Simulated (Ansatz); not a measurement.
Generalised stacking fault of MgO (rock salt) on the {110} plane. The cell below holds the perfect crystal with the plane normal along z; tilting its third vector by the shift puts one fault into each cell, between planes 1.50 Å apart, at fixed cell height.

```
MgO
1.0
    3.00835     0.00000     0.00000
    0.00000     4.25445     0.00000
    1.50418     2.12722     4.51253
O Mg
3 3
Direct
  0.00000   0.00000   0.83333
  0.33333   0.33333   0.16667
  0.66667   0.66667   0.50000
  0.00000   0.50000   0.83333
  0.33333   0.83333   0.16667
  0.66667   0.16667   0.50000
```

In-plane vectors a = (3.008, 0.000) Å, b = (0.000, 4.254) Å, area 12.80 Å². The shift is s times the vector b (length 4.254 Å), so s = 1 restores the start. The shift is rigid: no atom relaxes. γ = [E(shift) − E(0)] / area.

Calculation: PBE (plane waves to 420 eV, PAW, scalar-relativistic; Ansatz, a quantum-chemistry and plane-wave program). k mesh 10×10×10 (Γ-centred), Fermi-Dirac smearing 0.05 eV. E is the zero-smearing estimate. As the smearing reaches across the gap at some points, the k mesh leaves noise in γ, roughly 0.02 J/m² as judged from a few cases. Faults lie only 4.5 Å apart, and holding the cell height and the atoms raises γ above its relaxed value. MgO was relaxed with its symmetry unable to fall. The PAW data are Ansatz's earlier set. The zero of γ is zero shift.

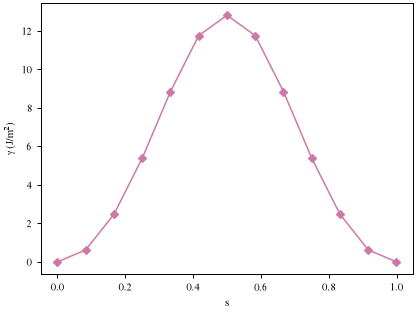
γ (J/m²) against s; computed points joined by lines (the last repeats the first, one period on).

Q: Does γ have a local minimum between the ends of the line, and at which s?

A: No computed point is one.

Q: What is the highest γ among twelve even steps of s?

A: About 13 J/m².

(The slope of γ gives the shear force per area between the displaced halves; near zero shift its curvature is an elastic stiffness.)
